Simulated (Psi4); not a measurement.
## Geometry relaxation of N2H (part 3 of 3)

The same run, continued: N2H (dinitrogen monohydride), multiplicity 2, SMILES [N]=N; B3LYP/cc-pVTZ, UKS, dispersion D3(BJ) (Psi4 1.11). The geometry comes from this level: PBE0-D4/def2-TZVP (4 decimals).

Geometry of the input (Å):
```
N  0.7105  -0.6067  0.3262
N  -0.2687  -0.2177  -0.1701
H  -0.4419  0.8244  -0.1561
```

**What the program printed, continued**
```
	----------------------------------------------------------------------------------------------
	   Step    Total Energy     Delta E     Max Force     RMS Force      Max Disp      RMS Disp
	----------------------------------------------------------------------------------------------
	  Convergence Criteria     1.00e-06 *    3.00e-04 *             o    1.20e-03 *             o
	----------------------------------------------------------------------------------------------
	     2    -110.07638377   -2.29e-05      7.63e-04      5.29e-04 o    2.98e-03      1.80e-03 o  ~
	----------------------------------------------------------------------------------------------

Next Geometry in Ang
	Fragment 1 (Ang)

	    N   0.5738232431  -0.2393299664   0.0000000000
	    N  -0.5262808091   0.1531735116   0.0000000000
	    H  -0.6719683092   1.2012955741   0.0000000000

    Structure for next step:
    Molecular point group: cs
    Full point group: Cs

    Geometry (in Angstrom), charge = 0, multiplicity = 2:

    N            0.574219130287    -0.239476121469     0.000000000000
    N           -0.525884921842     0.153027356607     0.000000000000
    H           -0.671572421952     1.201149419027     0.000000000000

gradient() will perform analytic gradient computation.

  ==> Geometry <==

    Molecular point group: cs
    Full point group: Cs

    Geometry (in Angstrom), charge = 0, multiplicity = 2:

       Center              X                  Y                   Z               Mass
    ------------   -----------------  -----------------  -----------------  -----------------
         N            0.574219130287    -0.239476121469     0.000000000000    14.003074004430
         N           -0.525884921842     0.153027356607     0.000000000000    14.003074004430
         H           -0.671572421952     1.201149419027     0.000000000000     1.007825032230

  Running in cs symmetry.

  Rotational constants: A =     22.19589  B =      1.56526  C =      1.46214 [cm^-1]
  Rotational constants: A = 665415.94568  B =  46925.18142  C =  43834.00422 [MHz]
  Nuclear repulsion =   27.644985171759743

  Charge       = 0
  Multiplicity = 2
  Electrons    = 15
  Nalpha       = 8
  Nbeta        = 7

   => Molecular Quadrature <=

    Radial Scheme          =       TREUTLER
    Pruning Scheme         =           NONE
    Nuclear Scheme         =       TREUTLER

    Blocking Scheme        =         OCTREE
    BS radius alpha        =              1
    Pruning alpha          =              1
    Radial Points          =             75
    Spherical Points       =            302
    Total Points           =          65698
    Total Blocks           =            543
    Max Points             =            256
    Max Functions          =             74
    Weights Tolerance      =       1.00E-15

   => Auxiliary Basis Set <=

  Basis Set: (CC-PVTZ AUX)
    Blend: CC-PVTZ-JKFIT
    Number of shells: 60
    Number of basis functions: 188
    Number of Cartesian functions: 227
    Spherical Harmonics?: true
    Max angular momentum: 4

  Cached 100.0% of DFT collocation blocks in 0.134 [GiB].

  Minimum eigenvalue in the overlap matrix is 1.3260485107E-03.
  Reciprocal condition number of the overlap matrix is 2.6929281176E-04.
    Using symmetric orthogonalization.

  ==> Iterations <==

                           Total Energy        Delta E     RMS |[F,P]|

   @DF-UKS iter   0:  -110.07603118931692   -1.10076e+02   7.54110e-05
   @DF-UKS iter   1:  -110.07638488043987   -3.53691e-04   7.45338e-06 DIIS
   @DF-UKS iter   2:  -110.07638492612027   -4.56804e-08   8.05418e-06 DIIS
   @DF-UKS iter   3:  -110.07638498955784   -6.34376e-08   4.25108e-06 DIIS
   @DF-UKS iter   4:  -110.07638501061622   -2.10584e-08   1.30889e-06 DIIS
   @DF-UKS iter   5:  -110.07638501462273   -4.00651e-09   3.98358e-07 DIIS
   @DF-UKS iter   6:  -110.07638501506254   -4.39812e-10   9.58033e-08 DIIS
   @DF-UKS iter   7:  -110.07638501512129   -5.87477e-11   4.29915e-08 DIIS
   @DF-UKS iter   8:  -110.07638501513753   -1.62430e-11   1.90852e-08 DIIS
   @DF-UKS iter   9:  -110.07638501514110   -3.56692e-12   4.66196e-09 DIIS
  Energy and wave function converged.

  ==> Post-Iterations <==

   Electrons on quadrature grid:
      Nalpha   =    7.9999999016 ; deviation = -9.842e-08
      Nbeta    =    6.9999998725 ; deviation = -1.275e-07
      Ntotal   =   14.9999997741 ; deviation = -2.259e-07

   @Spin Contamination Metric:   4.925182075E-03
   @S^2 Expected:                7.500000000E-01
   @S^2 Observed:                7.549251821E-01
   @S   Expected:                5.000000000E-01
   @S   Observed:                5.000000000E-01

    Orbital Energies [Eh]
    ---------------------

    Alpha Occupied:

       1Ap   -14.404850     2Ap   -14.393598     3Ap    -1.082518
       4Ap    -0.680063     5Ap    -0.494273     1App   -0.435393
       6Ap    -0.429302     7Ap    -0.218327

    Alpha Virtual:

       2App   -0.052044     8Ap     0.031085     9Ap     0.282571
      10Ap     0.338886     3App    0.399675    11Ap     0.405676
      12Ap     0.425064    13Ap     0.489288     4App    0.526107
      14Ap     0.579865    15Ap     0.598233     5App    0.639543
      16Ap     0.746540    17Ap     0.816989     6App    0.962282
      18Ap     1.029337     7App    1.085707    19Ap     1.207658
      20Ap     1.288308     8App    1.415667    21Ap     1.507752
      22Ap     1.650748     9App    1.665565    23Ap     1.715022
      24Ap     1.849507    25Ap     2.332467    10App    2.743031
      26Ap     2.812277    27Ap     2.895718    11App    2.930403
      28Ap     3.142986    12App    3.179552    29Ap     3.215197
      13App    3.247555    30Ap     3.420530    31Ap     3.495418
      32Ap     3.527811    14App    3.564154    33Ap     3.673826
      15App    3.707625    16App    3.736816    34Ap     3.741678
      35Ap     3.904093    17App    3.916803    36Ap     4.010513
      37Ap     4.128777    38Ap     4.294814    18App    4.379739
      39Ap     4.450614    19App    4.536698    40Ap     4.565758
      20App    4.583944    41Ap     4.680286    42Ap     4.797601
      21App    4.814044    22App    4.932902    43Ap     5.258132
      44Ap     5.283592    23App    5.465948    45Ap     5.571142
      46Ap     5.667816    47Ap     5.930292    24App    6.132383
      48Ap     6.380587    49Ap     7.864967    50Ap    14.389480

    Beta Occupied:

       1Ap   -14.401126     2Ap   -14.377841     3Ap    -1.064671
       4Ap    -0.651838     5Ap    -0.447887     1App   -0.427043
       6Ap    -0.393410

    Beta Virtual:

       7Ap    -0.069047     2App   -0.038720     8Ap     0.042497
       9Ap     0.291446    10Ap     0.365812     3App    0.402539
      11Ap     0.409018    12Ap     0.446557    13Ap     0.522265
       4App    0.533044    14Ap     0.585989    15Ap     0.613214
       5App    0.653069    16Ap     0.766032    17Ap     0.832142
       6App    0.981670    18Ap     1.053399     7App    1.099204
      19Ap     1.234593    20Ap     1.312945     8App    1.430277
      21Ap     1.519066    22Ap     1.662964     9App    1.670383
      23Ap     1.730801    24Ap     1.865477    25Ap     2.366697
      10App    2.750544    26Ap     2.835319    11App    2.944896
      27Ap     2.948592    28Ap     3.169047    12App    3.197655
      29Ap     3.234677    13App    3.263181    30Ap     3.445059
      31Ap     3.520600    32Ap     3.546784    14App    3.572534
      33Ap     3.710926    15App    3.739659    16App    3.763719
      34Ap     3.769799    35Ap     3.929373    17App    3.955910
      36Ap     4.042186    37Ap     4.142169    38Ap     4.332618
      18App    4.429793    39Ap     4.499909    19App    4.547223
      40Ap     4.579068    20App    4.608105    41Ap     4.719348
      42Ap     4.827957    21App    4.836637    22App    4.939954
      43Ap     5.280810    44Ap     5.298119    23App    5.479974
      45Ap     5.588237    46Ap     5.687808    47Ap     5.944744
      24App    6.138120    48Ap     6.409619    49Ap     7.885669
      50Ap    14.401922

    Final Occupation by Irrep:
             Ap   App
    DOCC [     6,    1 ]
    SOCC [     1,    0 ]
    NA   [     7,    1 ]
    NB   [     6,    1 ]

  @DF-UKS Final Energy:  -110.07638501514110

   => Energetics <=

    Nuclear Repulsion Energy =             27.6449851717597426
    One-Electron Energy =                -203.3422486766537531
    Two-Electron Energy =                  77.0170490668063934
    DFT Exchange-Correlation Energy =     -11.3948442157921974
    Empirical Dispersion Energy =          -0.0013263612612849
    VV10 Nonlocal Energy =                  0.0000000000000000
    Total Energy =                       -110.0763850151410992

  UHF NO Occupations:
  HONO-2 :    5 Ap 1.9995398
  HONO-1 :    6 Ap 1.9987200
  HONO-0 :    7 Ap 1.0000000
  LUNO+0 :    8 Ap 0.0012800
  LUNO+1 :    9 Ap 0.0004602
  LUNO+2 :    2App 0.0004328
  LUNO+3 :   10 Ap 0.0002572

Computation Completed

Properties will be evaluated at   0.000000,   0.000000,   0.000000 [a0]

Properties computed using the SCF density matrix

 Multipole Moments:

 ------------------------------------------------------------------------------------
     Multipole            Electronic (a.u.)      Nuclear  (a.u.)        Total (a.u.)
 ------------------------------------------------------------------------------------

 L = 1.  Multiply by 2.5417464519 to convert [e a0] to [Debye]
 Dipole X            :          0.3178604           -0.6297190           -0.3118586
 Dipole Y            :         -0.4499434            1.1262920            0.6763486
 Dipole Z            :          0.0000000            0.0000000            0.0000000
 Magnitude           :                                                    0.7447840

 ------------------------------------------------------------------------------------

	total time  =          3 seconds =       0.05 minutes

         ------------------------------------------------------------
                                   SCF GRAD
         ------------------------------------------------------------

  ==> Geometry <==

    Molecular point group: cs
    Full point group: Cs

    Geometry (in Angstrom), charge = 0, multiplicity = 2:

       Center              X                  Y                   Z               Mass
    ------------   -----------------  -----------------  -----------------  -----------------
         N            0.574219130287    -0.239476121469     0.000000000000    14.003074004430
         N           -0.525884921842     0.153027356607     0.000000000000    14.003074004430
         H           -0.671572421952     1.201149419027     0.000000000000     1.007825032230

  Nuclear repulsion =   27.644985171759743

   => Molecular Quadrature <=

    Radial Scheme          =       TREUTLER
    Pruning Scheme         =           NONE
    Nuclear Scheme         =       TREUTLER

    Blocking Scheme        =         OCTREE
    BS radius alpha        =              1
    Pruning alpha          =              1
    Radial Points          =             75
    Spherical Points       =            302
    Total Points           =          65698
    Total Blocks           =            543
    Max Points             =            256
    Max Functions          =             74
    Weights Tolerance      =       1.00E-15

  -Total Gradient:
     Atom            X                  Y                   Z
    ------   -----------------  -----------------  -----------------
       1       -0.000139476387     0.000010792484     0.000000000000
       2        0.000189117818    -0.000121275164     0.000000000000
       3       -0.000049155921     0.000108693068     0.000000000000

	total time  =          0 seconds =       0.00 minutes

    			-----------------------------------------

    			 OPTKING 3.0: for geometry optimizations

    			        with contributions from

    			-----------------------------------------

	                            ===> Fragment 1 <==

	 Z (Atomic Numbers)          Masses                          Geom
	       7.000000            14.003074          1.08511689 -0.45254428  0.00000000
	       7.000000            14.003074         -0.99377848  0.28917979  0.00000000
	       1.000000             1.007825         -1.26908795  2.26984344  0.00000000

	 - Coordinate -           - BOHR/RAD -       - ANG/DEG -
	 R(1,2)           =         2.207252           1.168027
	 R(2,3)           =         1.999706           1.058199
	 B(1,2,3)         =         2.051619         117.549099

	        --- Internal Coordinate Step in ANG or DEG, aJ/ANG or AJ/DEG ---
	-------------------------------------------------------------------------------
	           Coordinate      Previous         Force          Change          New
	           ----------      --------        ------          ------        ------
	               R(1,2)       1.16803        0.00111        0.00010       1.16813
	               R(2,3)       1.05820       -0.00094       -0.00017       1.05803
	             B(1,2,3)     117.54910       -0.00001       -0.03192     117.51718
	-------------------------------------------------------------------------------

	                                 ==> Convergence Check <==

	Measures of convergence in internal coordinates in au.

	Criteria marked as inactive (o), active & met (*), and active & unmet ( ).

	----------------------------------------------------------------------------------------------
	   Step    Total Energy     Delta E     Max Force     RMS Force      Max Disp      RMS Disp
	----------------------------------------------------------------------------------------------
	  Convergence Criteria     1.00e-06 *    3.00e-04 *             o    1.20e-03 *             o
	----------------------------------------------------------------------------------------------
	     3    -110.07638502   -1.24e-06      1.34e-04 *    1.10e-04 o    5.57e-04 *    3.87e-04 o  ~
	----------------------------------------------------------------------------------------------

Next Geometry in Ang
	Fragment 1 (Ang)

	    N   0.5742097837  -0.2393040480   0.0000000000
	    N  -0.5260728442   0.1530003322   0.0000000000
	    H  -0.6713751530   1.2010043700   0.0000000000

    Final optimized geometry and variables:
    Molecular point group: cs
    Full point group: Cs

    Geometry (in Angstrom), charge = 0, multiplicity = 2:

    N            0.574219130287    -0.239476121469     0.000000000000
    N           -0.525884921842     0.153027356607     0.000000000000
    H           -0.671572421952     1.201149419027     0.000000000000

[set-up sections that repeat, and orbital energies of the middle runs, are left out above]
```

**Standard output**
```
Optimizer: Optimization complete!
total energy -110.07638502 hartree = -2995.33100 eV
3
0 2 HN2
N                     0.574219130287    -0.239476121469     0.000000000000
N                    -0.525884921842     0.153027356607     0.000000000000
H                    -0.671572421952     1.201149419027     0.000000000000
```

**Trajectory as extended XYZ (Å, eV, eV/Å), 3 frames, from step=0 to step=2**
```
3
Properties=species:S:1:pos:R:3:forces:R:3 step=0 energy=-2995.33037
N     0.7105   -0.6067    0.3262    0.2898  -0.1303   0.1453
N    -0.2687   -0.2177   -0.1701   -0.2643   0.0644  -0.1382
H    -0.4419    0.8244   -0.1561   -0.0256   0.0660  -0.0071
3
Properties=species:S:1:pos:R:3:forces:R:3 step=1 energy=-2995.33099
N     0.7115   -0.6084    0.3266    0.0359  -0.0024   0.0195
N    -0.2695   -0.2163   -0.1704   -0.0479   0.0080  -0.0254
H    -0.4448    0.8274   -0.1574    0.0119  -0.0056   0.0060
3
Properties=species:S:1:pos:R:3:forces:R:3 step=2 energy=-2995.33103
N     0.7119   -0.6077    0.3268    0.0063  -0.0006   0.0034
N    -0.2699   -0.2169   -0.1707   -0.0088   0.0062  -0.0042
H    -0.4437    0.8269   -0.1568    0.0025  -0.0056   0.0008
```

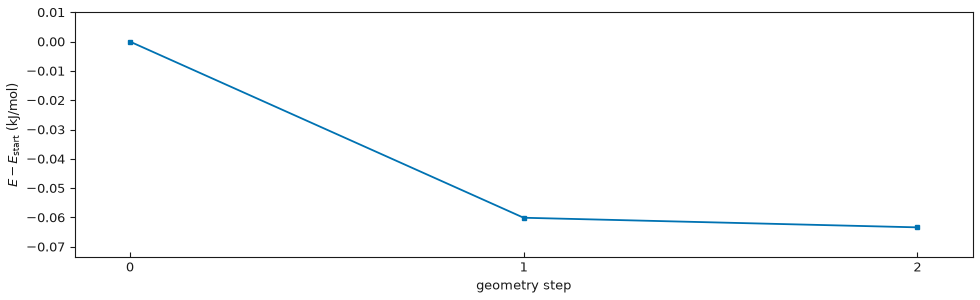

**Figure 1.** Progress of the relaxation, step by step (steps are counted from 0). No atom moves by more than 0.005 Å after the best rigid fit. The energy falls by 0.06 kJ/mol in 2 geometry steps. Largest force component: 0.29 eV/Å at the start, 0.0088 eV/Å at the end.

**Summary**

| quantity | value |
| --- | --- |
| outcome | converged |
| total energy | −110.076385 hartree |
| dispersion energy | −0.001326 hartree |
| ⟨S²⟩ | 0.755 |
| dipole moment | 1.89 D |
| wall time | 13 s |
| peak memory | 0.41 GiB |
